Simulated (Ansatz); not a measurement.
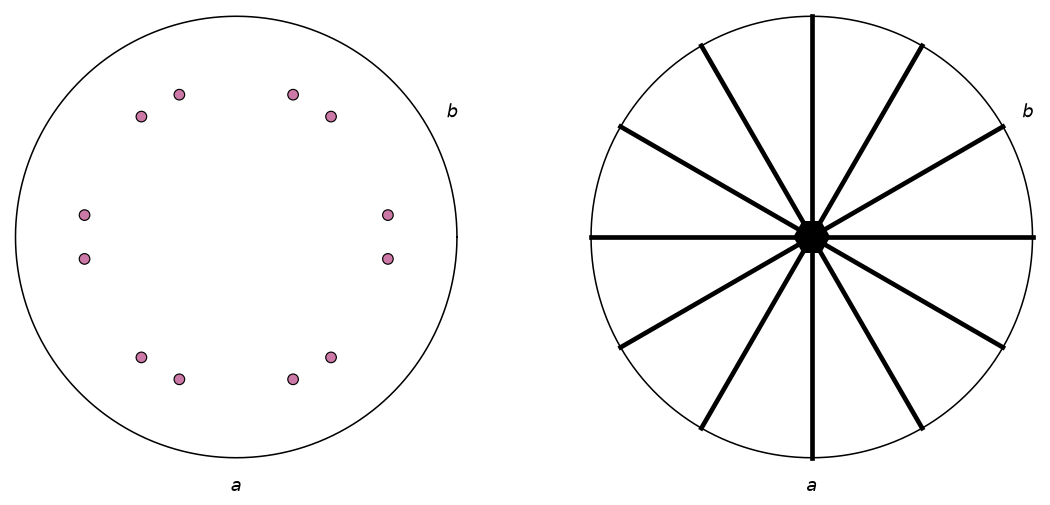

Stereographic projection: filled dots lie in the upper hemisphere, open rings in the lower; heavy lines are mirror planes (a heavy rim: a mirror in the plane of the page); lens, triangle, square and hexagon are 2-, 3-, 4- and 6-fold axes, a lens in an open square is −4, a triangle in an open hexagon −6; thin dashed diameters join the ends of axes that lie in the page; a small open circle marks inversion. The c axis points at the viewer. Left: one general form; right: the symmetry elements. Computed from the symmetry operations of a computed or model structure of composition PtSe, which need not be its known form.

Identify the point group and its elements.

6mm (C6v), order 12, hexagonal system: one sixfold axis, six mirror planes.

Which physical properties does it allow?

It is not centrosymmetric; polar, so pyroelectricity and piezoelectricity are allowed; it is not chiral.
